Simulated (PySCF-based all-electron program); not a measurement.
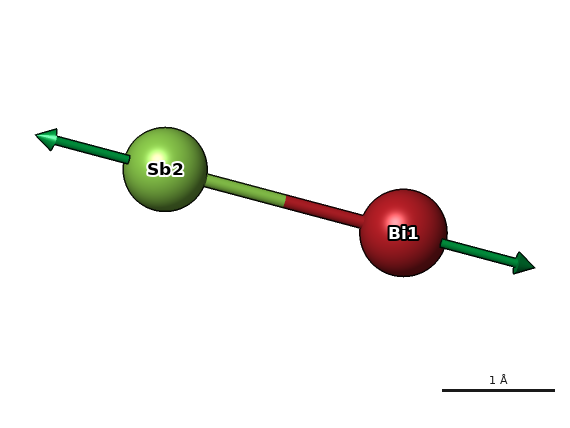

Arrows show the forces on the atoms, 0.1 Å of arrow for 1 eV/Å; forces under a tenth of the largest aren't drawn. Level of theory: PBE, all-electron, scalar-relativistic (Koelling-Harmon), large uncontracted Gaussian sets (PySCF-based all-electron program).

Question: Which bond do the forces act along most?

Answer: Bi1–Sb2, now 2.261 Å: the forces push its atoms apart, so a first step downhill lengthens it.

List the force components in the frame of the picture (x right, y up, z towards the viewer), in eV/Å.

```tsv
atom	Fx	Fy	Fz
Bi1	8.48	−2.26	−1.97
Sb2	−8.48	2.26	1.97
```
